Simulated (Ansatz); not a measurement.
System: H8O4Sn4.

Input

```
crystal:
  periodic: [false, false, false]
  atoms:
    - {symbol: Sn, position_ang: [-0.654143, -2.247666, -0.174698]}
    - {symbol: H, position_ang: [-0.641187, -3.753441, 0.640024]}
    - {symbol: H, position_ang: [-1.397983, -2.193079, -1.713412]}
    - {symbol: O, position_ang: [-1.429372, -0.961481, 1.125335]}
    - {symbol: Sn, position_ang: [-2.098559, 0.843924, 0.627072]}
    - {symbol: H, position_ang: [-1.595205, 1.933285, 1.847505]}
    - {symbol: H, position_ang: [-3.778380, 0.748781, 0.302260]}
    - {symbol: O, position_ang: [-1.247690, 1.181350, -1.135434]}
    - {symbol: Sn, position_ang: [0.625246, 1.812836, -1.353123]}
    - {symbol: H, position_ang: [0.631746, 3.524025, -1.455868]}
    - {symbol: H, position_ang: [1.312666, 0.947330, -2.661204]}
    - {symbol: O, position_ang: [1.459196, 1.393830, 0.401055]}
    - {symbol: Sn, position_ang: [2.127277, -0.409760, 0.900865]}
    - {symbol: H, position_ang: [3.793248, -0.516490, 0.514986]}
    - {symbol: H, position_ang: [1.677537, -0.692807, 2.527446]}
    - {symbol: O, position_ang: [1.215605, -1.610637, -0.392815]}
basis:
  gaussian: {orbitals: def2-TZVP, initial_orbitals: start.molden}
hamiltonian: {xc: pbe0, dispersion: d4}
scf: {omitted_lower_state_checks: [starts]}
output: {orbitals: {seedname: orbitals}}
```

Command:

```sh
ansatz run in.yaml --threads 4 --pin off --events-out ev --progress --plain --max-ram 6963MiB
```

Geometry: r2SCAN-D4/def2-SVP; core potentials replace the inner electrons of Sn.

Level of theory: Ansatz 0.2.0, RKS PBE0-D4/def2-TZVP.

What will maps of the electron density and electron localisation function show?

Answer. Sn–O (1.99 Å): the density is about 0.78 e/Å³ at the midpoint; the ELF peaks at about 0.80 in the valence shell of O, 0.6 Å from its nucleus, and drops to about 0.15 between the two atoms.

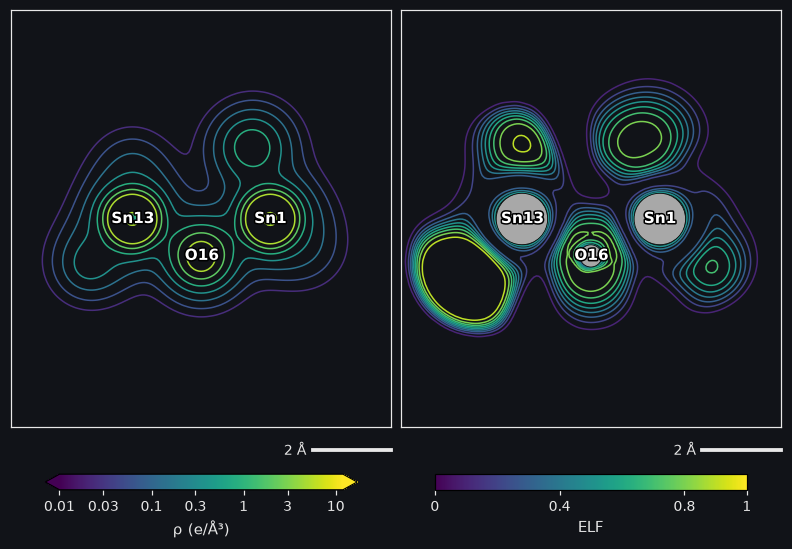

Computed electron density and electron localisation function on the plane of atoms Sn1, O16 and Sn13, in this order. Grey discs cover the atomic cores in the ELF map. 
